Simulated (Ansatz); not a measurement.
## Run report: Ga2NH3F2, molecular dynamics (part 1 of 2)

System: Ga2NH3F2, SMILES [F][Ga]([F])[NH][GaH2].
Method: RKS BLYP-d3bjatm/6-31G* (Ansatz 0.2.0).

The geometry comes from this level: PBE0-D4/def2-TZVP. Figures and captions count atoms from 1; the log counts them from 0 in places.

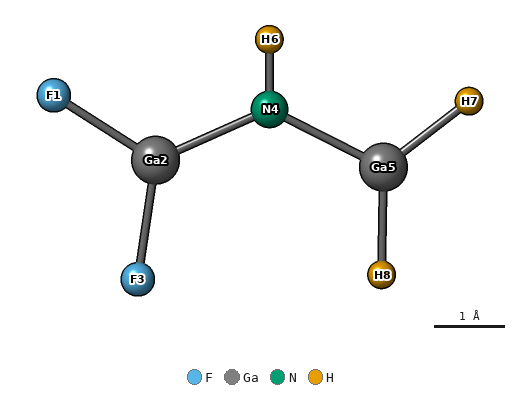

Fig. 1: The structure as given in the input (ball-and-stick view, seen at an oblique angle; atoms are numbered from 1 in the order of the input). Sticks mark near contacts. Bond lengths as drawn: F–Ga 1.74 Å, Ga–H 1.56 Å, Ga–N 1.80 to 1.84 Å and H–N 1.01 Å.

## Summary

```tsv
quantity	value
outcome	finished
mean temperature over the second half	668 K
trajectory	20 steps, 40 fs
ensemble	nvt_langevin
temperature in the input	1000 K
time step	2 fs
potential energy (last step)	−111719.0577 eV
mean-field energy (last step)	−111718.7618 eV
dispersion energy (last step)	−0.2959 eV
SCF solution under orbital rotations (last step)	stable
largest force (length of the vector) (last step)	1.262 eV/Å
dipole moment (last step)	1.68 D
hardware	4 threads of Arm Neoverse V2, 23 GiB of memory available, shared host
wall time	30 s (CPU time 1.9 min)
peak memory	0.19 GiB
```

## Notes

So short a trajectory is not equilibrated. The logged temperature at the start can lie below the typed one, since it is counted over all degrees of freedom. The temperature stays far from the 1000 K of the thermostat over the second half: the run isn't equilibrated.

## The input
```yaml
crystal:
  periodic: [false, false, false]
  atoms:
    - {symbol: F, position_ang: [0.665087, -0.617730, 3.028793]}
    - {symbol: Ga, position_ang: [0.660665, -0.643140, 1.286593]}
    - {symbol: F, position_ang: [1.775213, -1.783476, 0.590213]}
    - {symbol: N, position_ang: [-0.398235, 0.411347, 0.281988]}
    - {symbol: Ga, position_ang: [-0.534225, 0.509824, -1.554369]}
    - {symbol: H, position_ang: [-0.994166, 1.025269, 0.820803]}
    - {symbol: H, position_ang: [-1.568240, 1.544443, -2.096635]}
    - {symbol: H, position_ang: [0.393881, -0.446537, -2.357377]}
basis:
  gaussian: {orbitals: "6-31G*"}
hamiltonian: {xc: {name: BLYP}, dispersion: d3bjatm}
md: {timestep: 2 fs, n_steps: 20, ensemble: nvt_langevin, temperature: 1000, initial_velocities: maxwell_boltzmann, friction: 0.01, seed: 462}
```

Launch command:
```bash
ansatz run in.yaml --threads 4 --pin off --events-out ev --progress --plain --max-ram 10444MiB
```

## Log
```
Functional definition: BLYP
  name "BLYP"
  cite "Becke, Phys. Rev. A 38, 3098 (1988) doi:10.1103/PhysRevA.38.3098"
  cite "Lee, Yang & Parr, Phys. Rev. B 37, 785 (1988) doi:10.1103/PhysRevB.37.785"
  parameter beta = 0.0042
  parameter a = 0.04918
  parameter b = 0.132
  parameter c = 0.2533
  parameter d = 0.349
  exchange = b88_x(beta = beta)
  correlation = lyp_c(a = a, b = b, c = c, d = d)
1352 factors; their error is unknown
mean field evaluation 1: about -111702.6383 eV, gradient 9.8e1 eV
mean field evaluation 2: about -111616.2516 eV, gradient 2.0e2 eV
mean field evaluation 4: about -111718.1759 eV, gradient 2.2e1 eV
mean field evaluation 8: about -111719.1259 eV, gradient 4.2e-1 eV
mean field evaluation 16: about -111719.0898 eV, gradient 1.4e-4 eV
mean field -111719.08975658 eV, -4105.6008226354 hartree, gradient 6.6e-5 eV, S^2 0.000000; 0 other end points of the search recorded, 0 dependent functions left out
the calculation of the forces begins
reference -111719.09017259 eV, -4105.6008379235 hartree; 45, 45 occupied and 76, 76 virtual orbitals, 1352 factors
md step     0: t =     0.00 fs  T =   875.0 K  F+E_penalty+E_count = -111719.39583156 eV  E_kin = 0.904820 eV  (30 SCF iters)
these checks for a lower state are left out or cut short: starts, cluster_reference, orbital_swaps, neighbouring_geometries, increment
1352 factors; their error is unknown
mean field -111718.94653923 eV, -4105.5955594948 hartree, gradient 1.4e-5 eV, S^2 0.000000; 0 other end points of the search recorded, 0 dependent functions left out
[... from here on the field's lines of each further geometry are left out, up to the last ...]
md step     1: t =     2.00 fs  T =   867.1 K  F+E_penalty+E_count = -111719.25366734 eV  E_kin = 0.896673 eV  (32 SCF iters, 5 dispersion substeps)
md step     2: t =     4.00 fs  T =   784.9 K  F+E_penalty+E_count = -111719.12658602 eV  E_kin = 0.811689 eV  (32 SCF iters, 5 dispersion substeps)
md step     3: t =     6.00 fs  T =   612.4 K  F+E_penalty+E_count = -111719.04431634 eV  E_kin = 0.633263 eV  (31 SCF iters, 5 dispersion substeps)
md step     4: t =     8.00 fs  T =   568.8 K  F+E_penalty+E_count = -111719.01503218 eV  E_kin = 0.588231 eV  (31 SCF iters, 5 dispersion substeps)
md step     5: t =    10.00 fs  T =   520.7 K  F+E_penalty+E_count = -111718.95100444 eV  E_kin = 0.538448 eV  (31 SCF iters, 5 dispersion substeps)
md step     6: t =    12.00 fs  T =   652.2 K  F+E_penalty+E_count = -111718.91628604 eV  E_kin = 0.674443 eV  (31 SCF iters, 5 dispersion substeps)
md step     7: t =    14.00 fs  T =   433.0 K  F+E_penalty+E_count = -111718.82485858 eV  E_kin = 0.447772 eV  (31 SCF iters, 5 dispersion substeps)
md step     8: t =    16.00 fs  T =   427.3 K  F+E_penalty+E_count = -111718.85117199 eV  E_kin = 0.441834 eV  (30 SCF iters, 5 dispersion substeps)
md step     9: t =    18.00 fs  T =   486.8 K  F+E_penalty+E_count = -111718.90530623 eV  E_kin = 0.503356 eV  (30 SCF iters, 5 dispersion substeps)
md step    10: t =    20.00 fs  T =   415.1 K  F+E_penalty+E_count = -111718.85293340 eV  E_kin = 0.429243 eV  (31 SCF iters, 5 dispersion substeps)
md step    11: t =    22.00 fs  T =   506.0 K  F+E_penalty+E_count = -111718.91442238 eV  E_kin = 0.523271 eV  (33 SCF iters, 5 dispersion substeps)
md step    12: t =    24.00 fs  T =   607.1 K  F+E_penalty+E_count = -111718.97995314 eV  E_kin = 0.627763 eV  (33 SCF iters, 5 dispersion substeps)
md step    13: t =    26.00 fs  T =   650.0 K  F+E_penalty+E_count = -111719.01876905 eV  E_kin = 0.672139 eV  (32 SCF iters, 5 dispersion substeps)
md step    14: t =    28.00 fs  T =   664.0 K  F+E_penalty+E_count = -111719.03116557 eV  E_kin = 0.686603 eV  (33 SCF iters, 5 dispersion substeps)
md step    15: t =    30.00 fs  T =   725.3 K  F+E_penalty+E_count = -111719.05132644 eV  E_kin = 0.750050 eV  (34 SCF iters, 5 dispersion substeps)
md step    16: t =    32.00 fs  T =   736.7 K  F+E_penalty+E_count = -111719.06845030 eV  E_kin = 0.761840 eV  (33 SCF iters, 5 dispersion substeps)
md step    17: t =    34.00 fs  T =   732.2 K  F+E_penalty+E_count = -111719.04846501 eV  E_kin = 0.757174 eV  (33 SCF iters, 5 dispersion substeps)
md step    18: t =    36.00 fs  T =   719.7 K  F+E_penalty+E_count = -111719.04725737 eV  E_kin = 0.744230 eV  (32 SCF iters, 5 dispersion substeps)
md step    19: t =    38.00 fs  T =   738.8 K  F+E_penalty+E_count = -111719.01307736 eV  E_kin = 0.764007 eV  (33 SCF iters, 5 dispersion substeps)
the calculation of the forces begins
reference -111718.76177294 eV, -4105.5887694589 hartree; 45, 45 occupied and 76, 76 virtual orbitals, 1352 factors
1352 factors; their error is unknown
mean field evaluation 192: about -111718.7613 eV, gradient 1.1e-1 eV
mean field -111718.76135246 eV, -4105.5887540068 hartree, gradient 1.2e-5 eV, S^2 0.000000; 1 other end points of the search recorded, 0 dependent functions left out
the calculation of the forces begins
reference -111718.76177294 eV, -4105.5887694589 hartree; 45, 45 occupied and 76, 76 virtual orbitals, 1352 factors
md step    20: t =    40.00 fs  T =   851.0 K  F+E_penalty+E_count = -111719.05728758 eV  E_kin = 0.880014 eV  (32 SCF iters, 5 dispersion substeps)
```

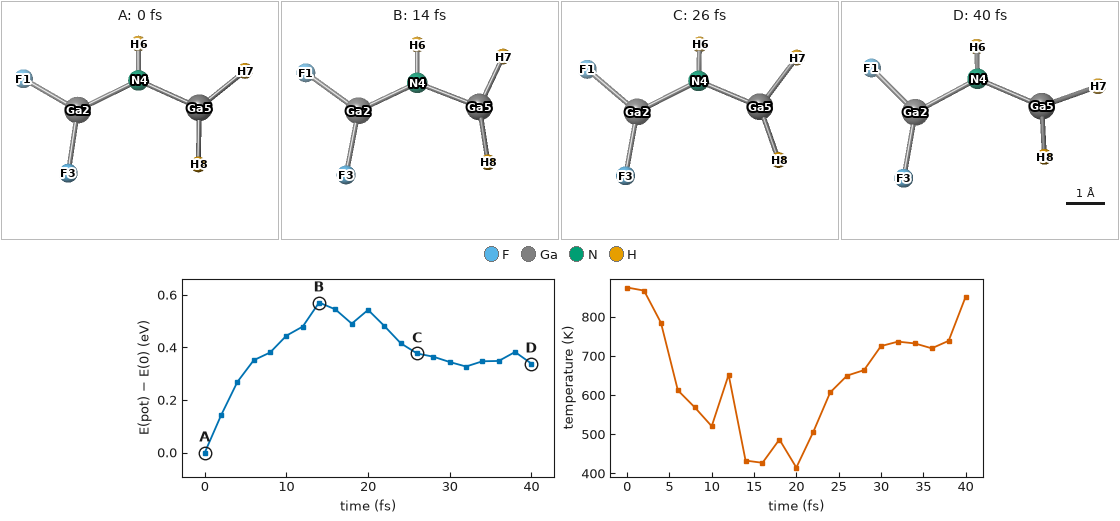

Fig. 2: Frames of the molecular dynamics (ball-and-stick, seen at a tilt) above the curves, on which the letters mark them. The trajectory kept here has 21 frames over 40 fs. The temperature starts at 875 K, ranges from 415 to 875 K and averages 668 K over the second half. The potential energy ends 0.339 eV above its first value. After an unweighted best fit of the last frame on the first, the root-mean-square displacement is 0.29 Å.

```
Total energy: -111719.05770805 eV, -4105.5996448739 hartree
Atom 0 at     0.235733    -0.467510     3.010027 Å, force     0.441142    -0.401254    -0.458888 eV/Å
Atom 1 at     0.685146    -0.703383     1.285336 Å, force    -0.263905     0.080104    -0.380779 eV/Å
Atom 2 at     1.788113    -1.974538     0.617432 Å, force    -0.663679     0.875994     0.620608 eV/Å
Atom 3 at    -0.309912     0.540327     0.271881 Å, force     0.135529    -0.361806    -0.349126 eV/Å
Atom 4 at    -0.533812     0.632737    -1.608104 Å, force    -1.056765     0.043505    -0.189135 eV/Å
Atom 5 at    -1.082874     0.889668     0.854354 Å, force     0.115615     0.035910    -0.007147 eV/Å
Atom 6 at    -1.874201     1.156139    -2.462195 Å, force     0.608926    -0.031187     0.898266 eV/Å
Atom 7 at     0.540866     0.004920    -2.507451 Å, force     0.683136    -0.241266    -0.133799 eV/Å
Dipole moment:    -0.208377     0.241046    -0.146264 e Å
```

## Trajectory as extended XYZ (Å, eV, eV/Å), 21 frames, from step=0 to step=20
```
8
Properties=species:S:1:pos:R:3:forces:R:3 step=0 time_fs=0.0 energy=-111719.39583 temperature=875.0
F     0.6651   -0.6177    3.0288   -0.0254   0.0384   0.7145
Ga    0.6607   -0.6431    1.2866    0.1496  -0.1509   0.0288
F     1.7752   -1.7835    0.5902    0.4214  -0.4313  -0.2711
N    -0.3982    0.4113    0.2820   -0.1549   0.1550  -0.1879
Ga   -0.5342    0.5098   -1.5544   -0.0022  -0.0080  -0.4701
H    -0.9942    1.0253    0.8208   -0.3582   0.3685   0.3194
H    -1.5682    1.5444   -2.0966   -0.1502   0.1514  -0.0477
H     0.3939   -0.4465   -2.3574    0.1199  -0.1231  -0.0859
8
Properties=species:S:1:pos:R:3:forces:R:3 step=1 time_fs=2.0 energy=-111719.25367 temperature=867.1
F     0.6371   -0.6105    3.0273   -0.0120   0.0236   0.6379
Ga    0.6589   -0.6388    1.2817    0.7338  -0.7600   0.4707
F     1.7845   -1.7856    0.5967    0.3313  -0.3341  -0.1916
N    -0.3715    0.3979    0.2842    0.0369  -0.0844  -1.2131
Ga   -0.5323    0.5048   -1.5552   -1.2402   1.4832   0.0730
H    -0.9519    0.9894    0.8224   -1.0663   1.0767   0.8473
H    -1.6076    1.6613   -2.0026    0.4593  -0.5892   0.1386
H     0.3797   -0.3582   -2.3472    0.7572  -0.8159  -0.7629
8
Properties=species:S:1:pos:R:3:forces:R:3 step=2 time_fs=4.0 energy=-111719.12659 temperature=784.9
F     0.6060   -0.6043    3.0273    0.0076   0.0057   0.4447
Ga    0.6581   -0.6368    1.2746    1.3072  -1.3655   1.0687
F     1.7961   -1.7891    0.6004    0.2245  -0.2238  -0.1025
N    -0.3462    0.3838    0.2817   -1.6077   1.5763  -0.4624
Ga   -0.5313    0.5028   -1.5547   -1.6648   2.1244   0.2567
H    -0.9482    1.0024    0.8533    0.1361  -0.1740  -0.3571
H    -1.6340    1.7579   -1.8906    0.7717  -1.0496   0.0757
H     0.3981   -0.2998   -2.3710    0.8254  -0.8934  -0.9238
8
Properties=species:S:1:pos:R:3:forces:R:3 step=3 time_fs=6.0 energy=-111719.04432 temperature=612.4
F     0.5773   -0.5980    3.0325    0.0367  -0.0154   0.1015
Ga    0.6578   -0.6378    1.2669    1.7398  -1.8339   1.6797
F     1.8083   -1.7955    0.6034    0.0987  -0.1009  -0.0096
N    -0.3276    0.3753    0.2777   -2.3367   2.3487  -0.1900
Ga   -0.5312    0.5027   -1.5535   -1.1240   1.8553  -0.1837
H    -0.9354    1.0124    0.8699    0.6162  -0.7114  -0.9093
H    -1.6356    1.8123   -1.7723    0.8221  -1.1999  -0.1226
H     0.4484   -0.2783   -2.4345    0.1472  -0.3426  -0.3660
8
Properties=species:S:1:pos:R:3:forces:R:3 step=4 time_fs=8.0 energy=-111719.01503 temperature=568.8
F     0.5520   -0.5887    3.0405    0.0795  -0.0442  -0.2685
Ga    0.6593   -0.6409    1.2603    1.9705  -2.0944   2.1508
F     1.8193   -1.8043    0.6058   -0.0210   0.0145   0.0727
N    -0.3171    0.3705    0.2745   -1.8356   1.8407  -0.8305
Ga   -0.5317    0.5044   -1.5535   -0.3628   1.3446  -0.6666
H    -0.9057    0.9998    0.8452    0.0414  -0.1417  -0.3754
H    -1.6164    1.8178   -1.6646    0.6764  -1.0822  -0.3485
H     0.5078   -0.2674   -2.5105   -0.5485   0.1627   0.2660
```
